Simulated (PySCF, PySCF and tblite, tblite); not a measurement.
# 1-methyl-1,2,3,6-tetrahydropyridine (C₆H₁₁N): a path driven as pyramidal inversion, and NMR exchange

Aim: the barrier and rate of pyramidal inversion in 1-methyl-1,2,3,6-tetrahydropyridine (C₆H₁₁N) (`CN1CC=CCC1`), and what it does to NMR lines.

Programs: PySCF 2.14.0 with density-fitted response routines of our own, and tblite 0.8.0. All values are computed, except where a source is named. Atoms count from 0 throughout.

## Step 1: The molecule as given

18 atoms, charge 0, multiplicity 1; geometry from: force field or distance geometry start.

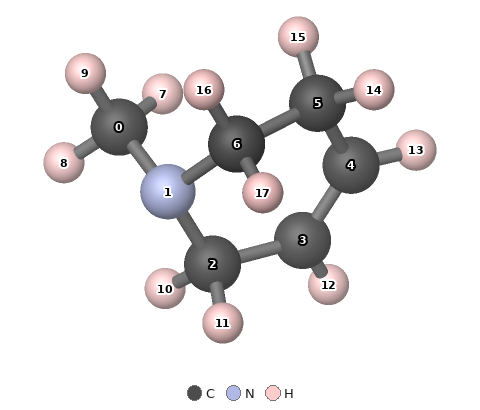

The starting geometry (carbon dark grey, nitrogen light blue, hydrogen pink), atoms numbered.

## Step 2: GFN2-xTB relaxation, start minimum

The job: settings as JSON, then the geometry in Å.

```
{"job": {"xc": "GFN2-xTB", "basis": "xTB", "kind": "relax"}, "charge": 0, "multiplicity": 1}
C     -1.803500    -0.053200     0.531400
N     -0.968900    -0.177300    -0.661300
C     -0.287000     1.084300    -0.978700
C      0.954700     1.382500    -0.203900
C      1.600000     0.441000     0.529400
C      1.112600    -0.979400     0.555400
C      0.030200    -1.255300    -0.500700
H     -1.258300     0.266400     1.432100
H     -2.601500     0.679100     0.350900
H     -2.317100    -1.001200     0.755700
H     -1.000100     1.922100    -0.868300
H     -0.031100     1.069100    -2.044100
H      1.332200     2.392600    -0.220700
H      2.496900     0.697800     1.083000
H      1.960200    -1.644900     0.386600
H      0.730300    -1.190300     1.574600
H     -0.470200    -2.203600    -0.262500
H      0.511900    -1.423100    -1.470500
```

Run with:

```bash
$ OMP_NUM_THREADS=1 python ens_run.py task.json out
```

The driver reads the study from task.json and runs its stages one after another.

What it wrote:

```text
step      E/eV     max force
  0    -581.04039    2.155
  1    -581.07756    1.879
  2    -581.11031    0.328
  3    -581.12143    0.281
  4    -581.13880    0.298
  5    -581.14345    0.192
  6    -581.14804    0.138
  7    -581.14975    0.146
  8    -581.15064    0.065
  9    -581.15102    0.059
 10    -581.15139    0.054
 11    -581.15175    0.066
 12    -581.15212    0.049
 13    -581.15244    0.042
 14    -581.15274    0.044
 15    -581.15305    0.042
 16    -581.15338    0.042
 17    -581.15369    0.042
 18    -581.15394    0.033
 19    -581.15414    0.032
 20    -581.15428    0.031
 21    -581.15438    0.027
 22    -581.15446    0.023
 23    -581.15457    0.025
 24    -581.15470    0.031
 25    -581.15483    0.030
 26    -581.15493    0.022
 27    -581.15501    0.025
 28    -581.15511    0.029
 29    -581.15525    0.038
 30    -581.15542    0.037
 31    -581.15558    0.033
 32    -581.15571    0.031
 33    -581.15584    0.026
 34    -581.15593    0.022
 35    -581.15599    0.014
 36    -581.15601    0.013
 37    -581.15603    0.012
 38    -581.15606    0.014
 39    -581.15608    0.011
 40    -581.15610    0.009
 41    -581.15610    0.007
 42    -581.15611    0.009
 43    -581.15613    0.012
 44    -581.15614    0.010
 45    -581.15615    0.008
 46    -581.15616    0.009
 47    -581.15617    0.010
 48    -581.15619    0.012
 49    -581.15621    0.014
 50    -581.15623    0.011
 51    -581.15625    0.011
 52    -581.15626    0.007
 53    -581.15627    0.006
 54    -581.15627    0.005
 55    -581.15628    0.007
 56    -581.15629    0.006
 57    -581.15629    0.004
 58    -581.15629    0.002
```

It took 0.44 s on 1 thread of Arm Neoverse N1, shared host.

Gain 0.116 eV; displacement 0.06 Å root mean square.

## Step 3: Relaxed scan, inversion

The job: settings as JSON, then the geometry in Å.

```
{"job": {"xc": "GFN2-xTB", "basis": "xTB", "coordinate": [["t", [6, 0, 2, 1], 0.3333333333333333], ["t", [0, 2, 6, 1], 0.3333333333333333], ["t", [2, 6, 0, 1], 0.3333333333333333]], "kind": "drive"}, "charge": 0, "multiplicity": 1}
C     -1.776061    -0.039943     0.557314
N     -0.946568    -0.173832    -0.622389
C     -0.293370     1.072416    -0.986934
C      0.947557     1.363905    -0.188380
C      1.573918     0.431834     0.510721
C      1.095074    -0.987168     0.567054
C      0.035680    -1.235968    -0.516641
H     -1.240766     0.346599     1.435803
H     -2.597059     0.640500     0.329401
H     -2.196682    -1.013942     0.804030
H     -1.011925     1.888763    -0.876440
H     -0.027627     1.014808    -2.051466
H      1.314611     2.379586    -0.228307
H      2.459736     0.665845     1.086498
H      1.936618    -1.669698     0.426673
H      0.678622    -1.190477     1.559305
H     -0.489623    -2.175846    -0.327867
H      0.529107    -1.311063    -1.490033
```

What it wrote:

```text
point  coordinate     E/eV
  0     25.000     -581.11360
  1     17.400     -581.01507
  2      9.000     -580.92017
  3      0.100     -580.87562
  4     -8.900     -580.93491
  5    -17.200     -581.02715
  6    -24.700     -581.11440
  7    -31.300     -581.15288
```

Wall time 2.9 s (1 thread of Arm Neoverse N1, shared host).

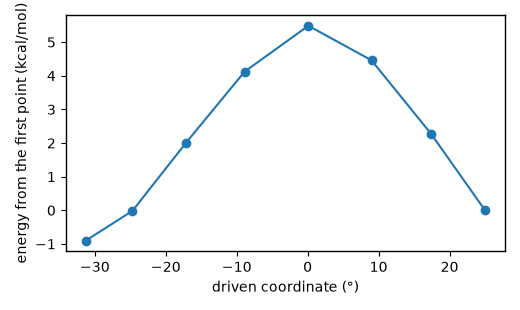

Energy along the scan.

## Step 4: Nudged elastic band, leg 1

The job, as its differences from that of step 3:

```diff
@@ -1,2 +1,2 @@
-{"job": {"xc": "GFN2-xTB", "basis": "xTB", "coordinate": [["t", [6, 0, 2, 1], 0.3333333333333333], ["t", [0, 2, 6, 1], 0.3333333333333333], ["t", [2, 6, 0, 1], 0.3333333333333333]], "kind": "drive"}, "charge": 0, "multiplicity": 1}
+{"job": {"xc": "GFN2-xTB", "basis": "xTB", "kind": "neb"}, "charge": 0, "multiplicity": 1}
 C     -1.776061    -0.039943     0.557314
```

What it wrote:

```text
image   E - E0 / eV
  0       0.0000
  1       0.0464
  2       0.1657
  3       0.2837
  4       0.1090
  5       0.0269
  6       0.0008
```

Wall time 4.1 s (1 thread of Arm Neoverse N1, shared host); peak memory 0.2 GiB.

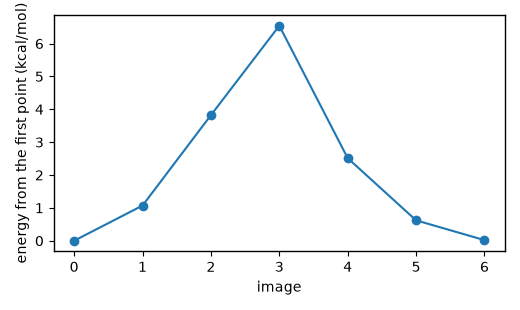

Energy along the band.

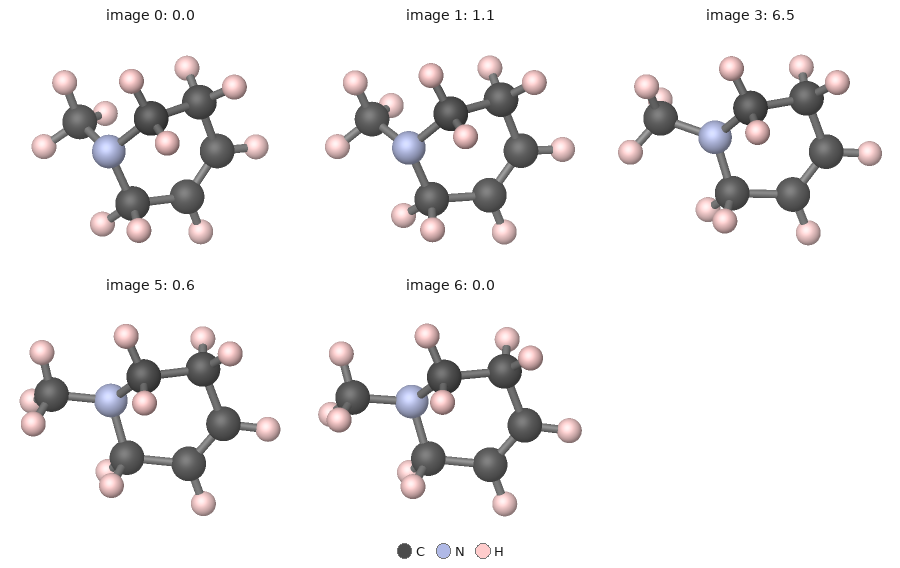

Images along the band, with energies in kcal/mol.

## Step 5: Saddle search, leg 1

The job: settings as JSON, then the geometry in Å.

```
{"job": {"xc": "GFN2-xTB", "basis": "xTB", "kind": "saddle"}, "charge": 0, "multiplicity": 1}
C     -2.151314    -0.133551     0.332299
N     -0.784803    -0.038948    -0.081020
C     -0.271825     1.155988    -0.679157
C      1.163025     1.355027    -0.282048
C      1.879350     0.403707     0.295013
C      1.333022    -0.962765     0.579982
C      0.059556    -1.183001    -0.246286
H     -2.266200     0.162387     1.386945
H     -2.798160     0.511318    -0.269318
H     -2.508987    -1.158680     0.230678
H     -0.867371     2.010189    -0.346257
H     -0.329349     1.129396    -1.790165
H      1.586750     2.325824    -0.496157
H      2.903414     0.585687     0.591455
H      2.083545    -1.723951     0.354763
H      1.089270    -1.039159     1.643886
H     -0.462909    -2.083150     0.081460
H      0.342985    -1.316318    -1.306072
```

What it wrote:

```text
step      E/eV     max force
  0    -580.87258   0.0498
  1    -580.87557   0.1055
  2    -580.87269   0.0362
  3    -580.87568   0.0646
  4    -580.87852   0.1025
  5    -580.88199   0.0615
  6    -580.88468   0.0983
  7    -580.88604   0.0527
  8    -580.88449   0.2458
  9    -580.88656   0.0424
 10    -580.88664   0.0968
 11    -580.88690   0.0047
 12    -580.88711   0.0216
 13    -580.88700   0.0030
lowest wavenumbers (cm-1): -244.8 82.7 118.1 221.8 353.0 387.0
```

It took 5.3 s on 1 thread of Arm Neoverse N1, shared host; peak memory 0.2 GiB.

Point group C1; 1 imaginary mode, 245i cm⁻¹, carried by N1, C0, H7, H8. Steps downhill from it reached both ends.

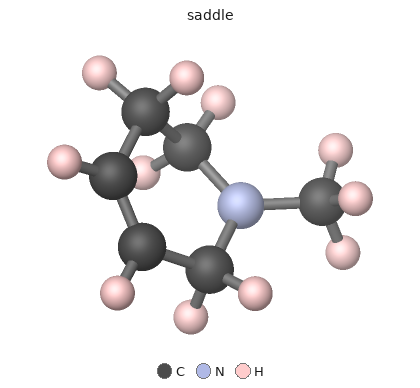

The saddle point.

## Step 6: Shieldings, start: PBE0/pcSseg-1 in dimethylsulfoxide

The job: settings as JSON, then the geometry in Å.

```
{"job": {"kind": "nmr", "xc": "PBE0", "basis": "pcSseg-1", "solvent": "dimethylsulfoxide", "pop": false}, "charge": 0, "multiplicity": 1}
C     -1.776061    -0.039943     0.557314
N     -0.946568    -0.173832    -0.622389
C     -0.293370     1.072416    -0.986934
C      0.947557     1.363905    -0.188380
C      1.573918     0.431834     0.510721
C      1.095074    -0.987168     0.567054
C      0.035680    -1.235968    -0.516641
H     -1.240766     0.346599     1.435803
H     -2.597059     0.640500     0.329401
H     -2.196682    -1.013942     0.804030
H     -1.011925     1.888763    -0.876440
H     -0.027627     1.014808    -2.051466
H      1.314611     2.379586    -0.228307
H      2.459736     0.665845     1.086498
H      1.936618    -1.669698     0.426673
H      0.678622    -1.190477     1.559305
H     -0.489623    -2.175846    -0.327867
H      0.529107    -1.311063    -1.490033
```

What it wrote:

```text
coarse grid: 14400 points
cycle   1  E = -289.5166426006  dE =  8.910e-01  |g| = 3.610e-01  |ddm| = 3.716e+00
cycle   2  E = -289.5200582909  dE = -3.416e-03  |g| = 3.582e-01  |ddm| = 7.251e-01
cycle   3  E = -289.5530372617  dE = -3.298e-02  |g| = 5.045e-02  |ddm| = 3.814e-01
cycle   4  E = -289.5534853974  dE = -4.481e-04  |g| = 1.778e-02  |ddm| = 5.671e-02
cycle   5  E = -289.5535401519  dE = -5.475e-05  |g| = 8.041e-03  |ddm| = 2.078e-02
cycle   6  E = -289.5535536874  dE = -1.354e-05  |g| = 1.110e-03  |ddm| = 6.931e-03
cycle   7  E = -289.5535539468  dE = -2.594e-07  |g| = 4.030e-04  |ddm| = 1.136e-03
final grid: 137336 points
cycle   8  E = -289.5960669607  dE = -4.738e-05  |g| = 8.707e-03  |ddm| = 3.360e-02
cycle   9  E = -289.5960620852  dE =  4.876e-06  |g| = 9.891e-03  |ddm| = 1.695e-02
cycle  10  E = -289.5960869488  dE = -2.486e-05  |g| = 6.585e-04  |ddm| = 9.105e-03
cycle  11  E = -289.5960870233  dE = -7.454e-08  |g| = 3.011e-04  |ddm| = 7.421e-04
cycle  12  E = -289.5960870434  dE = -2.009e-08  |g| = 6.235e-05  |ddm| = 2.648e-04
cycle  13  E = -289.5960870441  dE = -7.551e-10  |g| = 2.489e-05  |ddm| = 6.263e-05
converged SCF energy = -289.5960870441

GIAO shielding tensors (ppm)
atom      isotropic    diamagn.    paramagn.     s11        s22        s33       span
  0 C      145.621     247.655    -102.034    115.580    134.546    186.738     71.159
  1 N      236.489     323.883     -87.394    193.073    250.991    265.404     72.330
  2 C      132.190     245.465    -113.275    112.949    126.041    157.581     44.633
  3 C       53.877     256.503    -202.626    -63.953     62.498    163.087    227.040
  4 C       52.951     254.151    -201.201    -60.883     55.949    163.787    224.669
  5 C      165.369     249.817     -84.448    147.768    169.305    179.034     31.266
  6 C      135.028     245.807    -110.779    119.291    122.222    163.570     44.279
  7 H       28.918      31.038      -2.120     24.524     27.671     34.560     10.036
  8 H       29.127      29.793      -0.666     24.775     26.676     35.928     11.153
  9 H       29.376      30.171      -0.795     25.562     26.673     35.895     10.334
 10 H       28.705      30.445      -1.740     24.405     27.464     34.245      9.841
 11 H       27.895      29.499      -1.604     23.460     26.442     33.782     10.322
 12 H       25.755      30.853      -5.098     24.176     25.876     27.212      3.036
 13 H       25.384      30.436      -5.051     23.166     26.086     26.901      3.734
 14 H       29.995      29.792       0.204     25.858     27.556     36.572     10.713
 15 H       29.152      30.751      -1.599     25.615     27.742     34.099      8.484
 16 H       28.760      30.687      -1.926     23.891     27.866     34.524     10.632
 17 H       28.579      30.853      -2.274     23.513     27.609     34.615     11.102
```

Run time: 33 s. Hardware: 1 thread of Arm Neoverse N1, shared host; peak memory 0.99 GiB.

In short: HOMO -5.98 eV, LUMO 0.67 eV; dipole 0.94 D.

## Step 7: Shieldings, saddle of leg 1: PBE0/pcSseg-1 in dimethylsulfoxide

The job: settings as JSON, then the geometry in Å.

```
{"job": {"kind": "nmr", "xc": "PBE0", "basis": "pcSseg-1", "solvent": "dimethylsulfoxide", "pop": false}, "charge": 0, "multiplicity": 1}
C     -2.152487    -0.151720     0.281016
N     -0.810908    -0.072086    -0.201810
C     -0.280587     1.198962    -0.596927
C      1.179136     1.337437    -0.282925
C      1.901536     0.372108     0.261784
C      1.312604    -0.962725     0.597706
C      0.072740    -1.193018    -0.279936
H     -2.297357     0.447884     1.192277
H     -2.872112     0.202709    -0.470759
H     -2.395048    -1.186206     0.515262
H     -0.830726     1.990936    -0.074389
H     -0.420059     1.377703    -1.683322
H      1.618626     2.290756    -0.540837
H      2.951145     0.517943     0.476797
H      2.047413    -1.755000     0.439129
H      1.022367    -0.981061     1.652470
H     -0.456278    -2.094161     0.034487
H      0.409994    -1.340461    -1.320024
```

What it wrote:

```text
coarse grid: 14400 points
cycle   1  E = -289.5079170646  dE =  9.384e-01  |g| = 3.630e-01  |ddm| = 3.731e+00
cycle   2  E = -289.5057932180  dE =  2.124e-03  |g| = 3.934e-01  |ddm| = 7.856e-01
cycle   3  E = -289.5452020354  dE = -3.941e-02  |g| = 4.730e-02  |ddm| = 4.428e-01
cycle   4  E = -289.5455198038  dE = -3.178e-04  |g| = 2.587e-02  |ddm| = 5.742e-02
cycle   5  E = -289.5456568414  dE = -1.370e-04  |g| = 4.708e-03  |ddm| = 2.219e-02
cycle   6  E = -289.5456610106  dE = -4.169e-06  |g| = 1.593e-03  |ddm| = 4.802e-03
final grid: 137336 points
cycle   7  E = -289.5869924839  dE = -3.977e-05  |g| = 8.525e-03  |ddm| = 3.081e-02
cycle   8  E = -289.5869863876  dE =  6.096e-06  |g| = 9.959e-03  |ddm| = 1.865e-02
cycle   9  E = -289.5870116169  dE = -2.523e-05  |g| = 9.797e-04  |ddm| = 1.036e-02
cycle  10  E = -289.5870118176  dE = -2.007e-07  |g| = 2.227e-04  |ddm| = 8.916e-04
cycle  11  E = -289.5870118279  dE = -1.030e-08  |g| = 6.337e-05  |ddm| = 2.056e-04
cycle  12  E = -289.5870118287  dE = -7.828e-10  |g| = 2.812e-05  |ddm| = 6.914e-05
converged SCF energy = -289.5870118287

GIAO shielding tensors (ppm)
atom      isotropic    diamagn.    paramagn.     s11        s22        s33       span
  0 C      142.802     242.936    -100.134    111.466    128.149    188.790     77.324
  1 N      259.100     331.938     -72.838    191.171    280.369    305.759    114.588
  2 C      134.903     243.354    -108.451    114.339    131.075    159.297     44.957
  3 C       51.075     255.885    -204.810    -63.639     57.968    158.897    222.535
  4 C       52.128     254.925    -202.797    -59.156     51.257    164.282    223.438
  5 C      156.148     248.242     -92.094    143.026    156.857    168.562     25.536
  6 C      136.089     244.264    -108.176    122.215    124.543    161.508     39.294
  7 H       28.547      29.422      -0.875     23.134     26.526     35.982     12.848
  8 H       28.624      28.360       0.264     23.764     25.875     36.234     12.470
  9 H       29.106      29.498      -0.391     25.287     26.930     35.102      9.815
 10 H       28.388      30.048      -1.660     24.259     27.193     33.712      9.453
 11 H       27.814      29.000      -1.186     22.699     26.500     34.242     11.543
 12 H       25.662      30.278      -4.616     24.159     26.005     26.824      2.665
 13 H       25.372      30.253      -4.881     23.310     25.896     26.910      3.600
 14 H       29.910      29.849       0.061     25.257     27.773     36.699     11.442
 15 H       29.500      30.587      -1.087     26.370     27.473     34.658      8.288
 16 H       28.793      31.051      -2.259     24.409     28.670     33.298      8.889
 17 H       28.652      30.570      -1.918     23.193     27.382     35.382     12.190
```

Wall time 32 s (1 thread of Arm Neoverse N1, shared host); peak memory 0.91 GiB.

In short: HOMO -5.27 eV, LUMO 0.71 eV; dipole 0.65 D.

## Step 8: Shieldings, end: PBE0/pcSseg-1 in dimethylsulfoxide

The job: settings as JSON, then the geometry in Å.

```
{"job": {"kind": "nmr", "xc": "PBE0", "basis": "pcSseg-1", "solvent": "dimethylsulfoxide", "pop": false}, "charge": 0, "multiplicity": 1}
C     -2.194746    -0.165263     0.108024
N     -0.780402     0.018252     0.333856
C     -0.294915     1.222499    -0.311284
C      1.193027     1.351865    -0.220280
C      1.977860     0.351405     0.139236
C      1.421945    -0.993276     0.484822
C      0.004596    -1.133429    -0.065737
H     -2.730162     0.708192     0.479357
H     -2.445725    -0.300467    -0.957712
H     -2.535564    -1.041152     0.658567
H     -0.766567     2.082745     0.176455
H     -0.584688     1.255702    -1.383153
H      1.594064     2.320467    -0.482367
H      3.049497     0.474214     0.205379
H      2.059497    -1.783727     0.082048
H      1.400962    -1.102893     1.572863
H     -0.466166    -2.032102     0.340552
H      0.044799    -1.235903    -1.166194
```

What it wrote:

```text
coarse grid: 14400 points
cycle   1  E = -289.5209692593  dE =  9.049e-01  |g| = 3.592e-01  |ddm| = 3.716e+00
cycle   2  E = -289.5232656375  dE = -2.296e-03  |g| = 3.628e-01  |ddm| = 7.165e-01
cycle   3  E = -289.5572463433  dE = -3.398e-02  |g| = 5.003e-02  |ddm| = 3.794e-01
cycle   4  E = -289.5576369425  dE = -3.906e-04  |g| = 2.436e-02  |ddm| = 5.414e-02
cycle   5  E = -289.5577554399  dE = -1.185e-04  |g| = 5.504e-03  |ddm| = 2.071e-02
cycle   6  E = -289.5577613931  dE = -5.953e-06  |g| = 1.531e-03  |ddm| = 5.274e-03
final grid: 137336 points
cycle   7  E = -289.5994997942  dE = -3.864e-05  |g| = 8.833e-03  |ddm| = 3.093e-02
cycle   8  E = -289.5994940749  dE =  5.719e-06  |g| = 1.015e-02  |ddm| = 1.758e-02
cycle   9  E = -289.5995204086  dE = -2.633e-05  |g| = 9.273e-04  |ddm| = 9.403e-03
cycle  10  E = -289.5995205924  dE = -1.838e-07  |g| = 2.450e-04  |ddm| = 8.401e-04
cycle  11  E = -289.5995206056  dE = -1.320e-08  |g| = 6.627e-05  |ddm| = 2.223e-04
cycle  12  E = -289.5995206065  dE = -8.963e-10  |g| = 2.674e-05  |ddm| = 7.089e-05
converged SCF energy = -289.5995206065

GIAO shielding tensors (ppm)
atom      isotropic    diamagn.    paramagn.     s11        s22        s33       span
  0 C      139.694     245.722    -106.028    113.374    118.884    186.822     73.448
  1 N      220.417     324.005    -103.588    201.944    226.604    232.704     30.760
  2 C      129.024     246.963    -117.939    103.074    126.302    157.697     54.623
  3 C       52.646     254.936    -202.290    -60.412     61.378    156.970    217.382
  4 C       53.446     254.615    -201.169    -59.158     53.715    165.782    224.939
  5 C      155.956     247.187     -91.231    146.170    158.204    163.493     17.322
  6 C      133.046     248.279    -115.234    111.202    124.710    163.225     52.023
  7 H       29.041      29.316      -0.275     24.819     26.231     36.073     11.255
  8 H       29.653      29.424       0.229     26.269     26.849     35.841      9.572
  9 H       29.117      29.622      -0.505     24.719     26.712     35.921     11.201
 10 H       28.344      30.482      -2.138     24.000     26.667     34.365     10.364
 11 H       28.965      30.623      -1.658     25.316     27.882     33.695      8.379
 12 H       25.631      30.128      -4.497     23.809     26.044     27.038      3.228
 13 H       25.509      29.920      -4.411     23.619     26.004     26.903      3.284
 14 H       29.636      29.384       0.252     25.093     27.506     36.309     11.216
 15 H       29.245      29.860      -0.615     25.686     27.013     35.037      9.351
 16 H       28.941      31.719      -2.778     24.263     28.545     34.014      9.750
 17 H       29.673      31.801      -2.128     25.617     28.644     34.758      9.141
```

Wall time 32 s (1 thread of Arm Neoverse N1, shared host); peak memory 0.92 GiB.

In short: HOMO -6.21 eV, LUMO 0.66 eV; dipole 0.92 D.

[end of part 1 of 2]
